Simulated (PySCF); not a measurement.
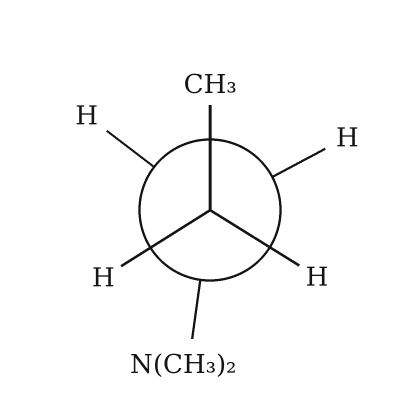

A Newman projection along the C–C bond, carbon in front; angles are drawn as computed, but eclipsed bonds slightly apart. Computed geometry: PBE0-D3(BJ)/def2-SVP optimisation. No frequency run is at hand to confirm it as a minimum.

Question: Which molecule is it?

Answer: C5H13N, CCCN(C)C

Question: What is the torsion angle from the front CH3 to the back N(CH3)2? The sign is positive where the front bond must turn clockwise to cover the back bond.

Answer: −172°, antiperiplanar (anti). The conformation about this bond is staggered.
